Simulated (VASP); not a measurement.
Energy against volume of Cu$_{2}$O (cuprite). These are optB86b-vdW, VASP's PBE PAW potentials (set 64) (plane waves; VASP) values and carry that method's errors.

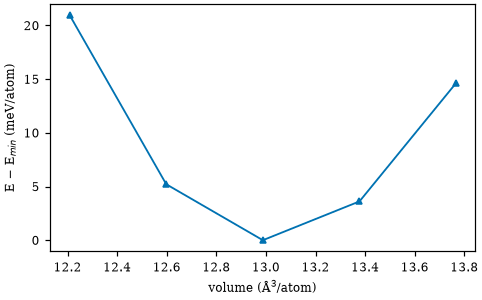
Figure. Energy against volume

### Question
Estimate the equilibrium volume and the bulk modulus.

### Answer
The minimum lies near 13.0 Å³/atom, and the curvature gives B0 of about 120 GPa.

Measured: a 4.276 Å at 15 K (computed value off by -0.1 %), as given by Leila H. N. Rimmer et al., Physical Review B (2014), arXiv:1402.1026. The calculation is for a static lattice, while the measured a holds thermal and zero-point effects, which are part of the difference.

The compound is Cu2O in the cuprite structure. It was relaxed first.
